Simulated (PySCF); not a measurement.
## Geometry relaxation, with input and output: BSiN2H7

The run: geometry relaxation of BSiN2H7, SMILES BN[SiH2]N. Method and program: PBE0-D3(BJ)/def2-SVP geometry optimisation, gas phase (PySCF 2.14.0).

It belongs to a series of runs on one base structure; here: H on N replaced by BH2.

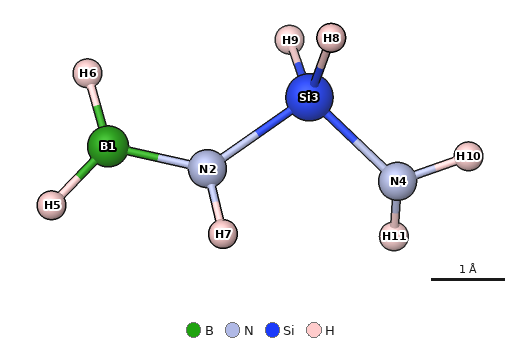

Fig. 1: The structure as given in the input (ball-and-stick view, seen at a tilt; atoms are numbered from 1 in the order of the input).

### Summary

- outcome: converged
- total energy: −427.653406 hartree
- dipole moment: 2.71 D
- point group: C1
- hardware: 1 CPU thread, shared host
- wall time: 35 s
- peak memory: 0.39 GiB

### Input
```
{"job": {"xc": "PBE0", "basis": "def2-SVP", "d3": "d3bj", "grid": 1, "shake": 0.01, "kind": "geom"}, "charge": 0, "multiplicity": 1}
B      2.117720     0.047770    -0.252310
N      0.777710     0.312120     0.124480
Si    -0.677310    -0.635920    -0.130660
N     -1.889500     0.512420     0.138700
H      2.941930     0.820200     0.037270
H      2.325620    -0.877300    -0.894890
H      0.629890     1.140480     0.685410
H     -0.813530    -1.640140     0.918940
H     -0.581550    -1.233430    -1.437040
H     -2.868000     0.159220     0.207530
H     -1.924880     1.368740    -0.373170
```

The first line tells a small driver script what to run in PySCF; the rest is the geometry in Å.

Launch command:
```bash
OMP_NUM_THREADS=1 python <driver script> task.json out
```

### Output
```
step   0  E = -427.64279905  max force = 0.047873
step   1  E = -427.65186769  max force = 0.004648
step   2  E = -427.65232034  max force = 0.002140
step   3  E = -427.65255126  max force = 0.001941
step   4  E = -427.65285531  max force = 0.002731
step   5  E = -427.65306796  max force = 0.002175
step   6  E = -427.65322621  max force = 0.001314
step   7  E = -427.65330614  max force = 0.001096
step   8  E = -427.65334858  max force = 0.000867
step   9  E = -427.65338230  max force = 0.000655
step  10  E = -427.65339948  max force = 0.000567
step  11  E = -427.65340604  max force = 0.000271
optimisation converged
```

### Trajectory as extended XYZ (Å, eV, eV/Å), 12 frames, from step=0 to step=11
```
11
Properties=species:S:1:pos:R:3:forces:R:3 step=0 energy=-11636.75328
B     2.1177    0.0478   -0.2523   -1.9504   0.9202   0.5668
N     0.7777    0.3121    0.1245    1.0024  -0.2459  -0.2817
Si   -0.6773   -0.6359   -0.1307    1.0787   0.5704   0.6008
N    -1.8895    0.5124    0.1387   -2.4617  -0.3908   0.5319
H     2.9419    0.8202    0.0373    0.8962   0.6527   0.3562
H     2.3256   -0.8773   -0.8949    0.4445  -1.4975  -0.9370
H     0.6299    1.1405    0.6854   -0.0826   0.1778   0.2098
H    -0.8135   -1.6401    0.9189   -0.2188  -0.6425   0.3151
H    -0.5816   -1.2334   -1.4370    0.0881  -0.5912  -0.9612
H    -2.8680    0.1592    0.2075    1.0248   0.3607   0.1110
H    -1.9249    1.3687   -0.3732    0.1789   0.6861  -0.5116
11
Properties=species:S:1:pos:R:3:forces:R:3 step=1 energy=-11637.00005
B     2.0968    0.0837   -0.4354    0.2283  -0.1186  -0.1084
N     0.8224    0.3236    0.0811   -0.2390   0.1074   0.1498
Si   -0.6626   -0.6133   -0.0612    0.0497  -0.1361  -0.1027
N    -1.9412    0.5079    0.2230   -0.1696   0.1446  -0.0378
H     2.9951    0.8508   -0.1552   -0.0033  -0.0567  -0.0471
H     2.3017   -0.8867   -1.1443   -0.0832   0.1434   0.0710
H     0.7190    1.1349    0.6897    0.0390  -0.0742  -0.0208
H    -0.7980   -1.6735    0.9846   -0.0241   0.0508   0.0128
H    -0.6120   -1.2947   -1.3981    0.0246   0.0839   0.0892
H    -2.8331    0.2157    0.6151    0.2037   0.0127  -0.0743
H    -2.0515    1.3247   -0.3738   -0.0261  -0.1572   0.0683
11
Properties=species:S:1:pos:R:3:forces:R:3 step=2 energy=-11637.01237
B     2.0768    0.0790   -0.4290    0.0439  -0.0055  -0.1100
N     0.8256    0.3677    0.1282    0.0347  -0.0127   0.0117
Si   -0.6395   -0.5914   -0.0490   -0.0263  -0.0126  -0.0063
N    -1.9523    0.4963    0.2057    0.0159   0.0749  -0.0277
H     3.0438    0.7730   -0.1994   -0.0627   0.0229   0.0586
H     2.1797   -0.8792   -1.1659   -0.0075   0.0037   0.0161
H     0.7414    1.1682    0.7512    0.0519  -0.0501   0.0097
H    -0.7798   -1.6542    0.9916   -0.0251   0.0220   0.0241
H    -0.5416   -1.2572   -1.3843    0.0272   0.0258   0.0166
H    -2.8359    0.1716    0.5765   -0.0236  -0.0402   0.0281
H    -2.0817    1.2992   -0.4002   -0.0285  -0.0282  -0.0208
11
Properties=species:S:1:pos:R:3:forces:R:3 step=3 energy=-11637.01865
B     2.0791    0.0751   -0.4404   -0.0141   0.0998   0.0018
N     0.8342    0.3599    0.1349   -0.0169  -0.0985  -0.0435
Si   -0.6401   -0.5858   -0.0412   -0.0237   0.0178   0.0144
N    -1.9571    0.5013    0.1981    0.0744   0.0355  -0.0132
H     3.0353    0.7711   -0.1816    0.0184  -0.0008   0.0041
H     2.1798   -0.8621   -1.2007   -0.0056  -0.0197  -0.0017
H     0.7666    1.1489    0.7724    0.0455  -0.0125   0.0439
H    -0.7926   -1.6384    1.0077   -0.0191   0.0129   0.0213
H    -0.5349   -1.2547   -1.3711    0.0261  -0.0120  -0.0237
H    -2.8363    0.1695    0.5715   -0.0543  -0.0396   0.0451
H    -2.0973    1.2882   -0.4242   -0.0308   0.0172  -0.0486
11
Properties=species:S:1:pos:R:3:forces:R:3 step=4 energy=-11637.02693
B     2.0885    0.0874   -0.4595   -0.1404   0.0191   0.0550
N     0.8511    0.3302    0.1533    0.0020  -0.0246  -0.0083
Si   -0.6470   -0.5780   -0.0237    0.0188   0.0268  -0.0061
N    -1.9668    0.5163    0.1743    0.0847  -0.0320   0.0094
H     3.0453    0.7614   -0.1543    0.0421   0.0204  -0.0249
H     2.1731   -0.7952   -1.2795    0.0350  -0.0568  -0.0656
H     0.8196    1.0812    0.8356   -0.0141   0.0483   0.1093
H    -0.8345   -1.6006    1.0491   -0.0009   0.0046   0.0077
H    -0.5238   -1.2637   -1.3405    0.0129  -0.0559  -0.0529
H    -2.8368    0.1749    0.5640   -0.0159   0.0063   0.0302
H    -2.1322    1.2592   -0.4934   -0.0241   0.0438  -0.0537
11
Properties=species:S:1:pos:R:3:forces:R:3 step=5 energy=-11637.03271
B     2.0764    0.0949   -0.4732   -0.1118   0.0776   0.0877
N     0.8621    0.3162    0.1919    0.0250  -0.0308  -0.0060
Si   -0.6431   -0.5720   -0.0080   -0.0049   0.0377  -0.0054
N    -1.9649    0.5278    0.1432    0.0035  -0.0648   0.0031
H     3.0441    0.7449   -0.1498    0.0683  -0.0033  -0.0520
H     2.1274   -0.7344   -1.3509    0.0322  -0.0356  -0.0401
H     0.8632    1.0263    0.9194   -0.0271  -0.0036   0.0447
H    -0.8631   -1.5697    1.0823    0.0033  -0.0050  -0.0029
H    -0.4888   -1.2759   -1.3137   -0.0024  -0.0403  -0.0152
H    -2.8291    0.1849    0.5485    0.0160   0.0487  -0.0003
H    -2.1476    1.2301   -0.5642   -0.0023   0.0195  -0.0135
11
Properties=species:S:1:pos:R:3:forces:R:3 step=6 energy=-11637.03702
B     2.0669    0.1119   -0.4794   -0.0648   0.0312   0.0075
N     0.8690    0.2919    0.2260    0.0663  -0.0053   0.0276
Si   -0.6439   -0.5767    0.0047   -0.0116   0.0305  -0.0140
N    -1.9575    0.5382    0.1131   -0.0172  -0.0676  -0.0268
H     3.0472    0.7457   -0.1572    0.0208  -0.0060  -0.0216
H     2.0969   -0.6695   -1.4041    0.0197  -0.0048   0.0007
H     0.8870    0.9611    0.9922   -0.0313  -0.0128   0.0009
H    -0.8951   -1.5523    1.1083    0.0056  -0.0027  -0.0036
H    -0.4700   -1.3019   -1.2887   -0.0104  -0.0113   0.0133
H    -2.8213    0.2157    0.5350    0.0022   0.0417   0.0007
H    -2.1426    1.2091   -0.6245    0.0206   0.0071   0.0154
11
Properties=species:S:1:pos:R:3:forces:R:3 step=7 energy=-11637.03920
B     2.0580    0.1249   -0.4819    0.0073  -0.0017  -0.0331
N     0.8712    0.2745    0.2470    0.0405  -0.0115   0.0318
Si   -0.6445   -0.5860    0.0116   -0.0156   0.0245  -0.0063
N    -1.9488    0.5409    0.0941   -0.0369  -0.0564  -0.0325
H     3.0431    0.7567   -0.1671   -0.0109  -0.0011   0.0016
H     2.0827   -0.6348   -1.4265   -0.0028   0.0142   0.0198
H     0.8901    0.9229    1.0313   -0.0120  -0.0066  -0.0216
H    -0.9125   -1.5513    1.1203    0.0015   0.0038   0.0013
H    -0.4632   -1.3240   -1.2738   -0.0045   0.0057   0.0175
H    -2.8179    0.2456    0.5243    0.0079   0.0233  -0.0015
H    -2.1215    1.2039   -0.6539    0.0256   0.0057   0.0229
11
Properties=species:S:1:pos:R:3:forces:R:3 step=8 energy=-11637.04035
B     2.0529    0.1321   -0.4832    0.0287   0.0045  -0.0446
N     0.8731    0.2596    0.2602    0.0034  -0.0203   0.0250
Si   -0.6458   -0.5946    0.0173   -0.0078   0.0188   0.0010
N    -1.9431    0.5403    0.0804   -0.0278  -0.0377  -0.0315
H     3.0361    0.7691   -0.1726   -0.0153  -0.0020   0.0132
H     2.0756   -0.6119   -1.4399   -0.0103   0.0060   0.0196
H     0.8902    0.8987    1.0518    0.0057   0.0028  -0.0162
H    -0.9261   -1.5523    1.1292   -0.0006   0.0071   0.0052
H    -0.4596   -1.3408   -1.2619    0.0009   0.0052   0.0076
H    -2.8177    0.2678    0.5133    0.0035   0.0053   0.0025
H    -2.0991    1.2052   -0.6691    0.0198   0.0103   0.0182
11
Properties=species:S:1:pos:R:3:forces:R:3 step=9 energy=-11637.04127
B     2.0470    0.1390   -0.4856    0.0337  -0.0007  -0.0149
N     0.8751    0.2458    0.2733   -0.0283  -0.0167   0.0035
Si   -0.6466   -0.6023    0.0233    0.0011   0.0097   0.0074
N    -1.9390    0.5371    0.0651   -0.0132  -0.0152  -0.0235
H     3.0279    0.7797   -0.1765   -0.0106   0.0031   0.0094
H     2.0657   -0.5936   -1.4503   -0.0108   0.0003   0.0043
H     0.8924    0.8791    1.0693    0.0178   0.0067  -0.0052
H    -0.9398   -1.5517    1.1389   -0.0017   0.0071   0.0066
H    -0.4523   -1.3563   -1.2494    0.0032  -0.0005  -0.0012
H    -2.8196    0.2860    0.4978    0.0005  -0.0073   0.0038
H    -2.0742    1.2103   -0.6805    0.0085   0.0136   0.0098
11
Properties=species:S:1:pos:R:3:forces:R:3 step=10 energy=-11637.04174
B     2.0444    0.1412   -0.4861    0.0109   0.0056  -0.0006
N     0.8764    0.2367    0.2808   -0.0292  -0.0035  -0.0058
Si   -0.6476   -0.6066    0.0272    0.0067   0.0012   0.0060
N    -1.9378    0.5345    0.0536   -0.0008  -0.0004  -0.0145
H     3.0221    0.7862   -0.1765   -0.0007  -0.0003   0.0041
H     2.0599   -0.5833   -1.4564   -0.0027  -0.0062  -0.0020
H     0.8962    0.8681    1.0780    0.0146   0.0027   0.0037
H    -0.9502   -1.5484    1.1466   -0.0014   0.0042   0.0046
H    -0.4466   -1.3670   -1.2405    0.0021  -0.0047  -0.0025
H    -2.8220    0.2947    0.4846    0.0000  -0.0088   0.0021
H    -2.0582    1.2169   -0.6858    0.0006   0.0102   0.0049
11
Properties=species:S:1:pos:R:3:forces:R:3 step=11 energy=-11637.04191
B     2.0433    0.1412   -0.4860   -0.0010  -0.0038   0.0115
N     0.8763    0.2348    0.2834   -0.0140   0.0089  -0.0117
Si   -0.6479   -0.6072    0.0284    0.0040  -0.0019   0.0034
N    -1.9384    0.5332    0.0470    0.0042   0.0041  -0.0059
H     3.0207    0.7859   -0.1752    0.0025   0.0008  -0.0019
H     2.0570   -0.5828   -1.4566    0.0016  -0.0020  -0.0044
H     0.8991    0.8662    1.0807    0.0057  -0.0021   0.0051
H    -0.9549   -1.5446    1.1504   -0.0009   0.0014   0.0021
H    -0.4423   -1.3716   -1.2362    0.0005  -0.0052   0.0003
H    -2.8241    0.2953    0.4761   -0.0006  -0.0049  -0.0004
H    -2.0522    1.2228   -0.6866   -0.0020   0.0047   0.0018
```

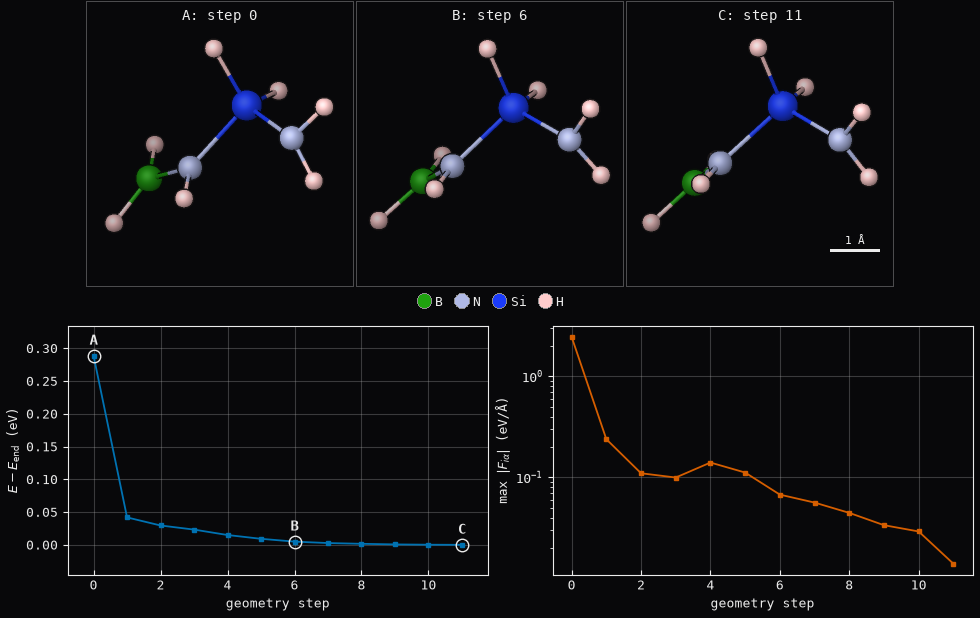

Fig. 2: Frames of the relaxation (ball-and-stick view, seen at a tilt) above the curves, on which the letters mark them (steps are counted from 0).

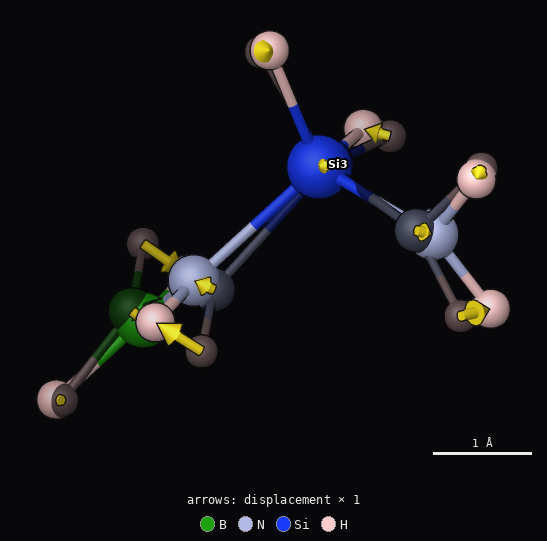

Fig. 3: Start (faint) and end (solid) with the displacements as yellow arrows, at true length (ball-and-stick view, seen at a tilt). The two geometries are laid on each other by the best rigid fit. The largest move after the best rigid fit is that of H7, 0.58 Å. By element the largest moves are H 0.58 Å, N 0.24 Å, B 0.15 Å, Si 0.11 Å. Among the contacts that change: B1–H6 1.145 → 1.211 Å, Si3–H9 1.440 → 1.492 Å, B1–H5 1.166 → 1.211 Å, Si3–H8 1.459 → 1.494 Å. Among the angles that change: N2–Si3–N4 101.8° → 109.3°, H10–N4–H11 106.9° → 111.6°, Si3–N4–H10 116.9° → 120.3°. Over 11 geometry steps the energy falls by 0.289 eV. Largest force component: 2.5 eV/Å at the start, 0.014 eV/Å at the end. (Atoms are counted from 1 in the order of the input.)
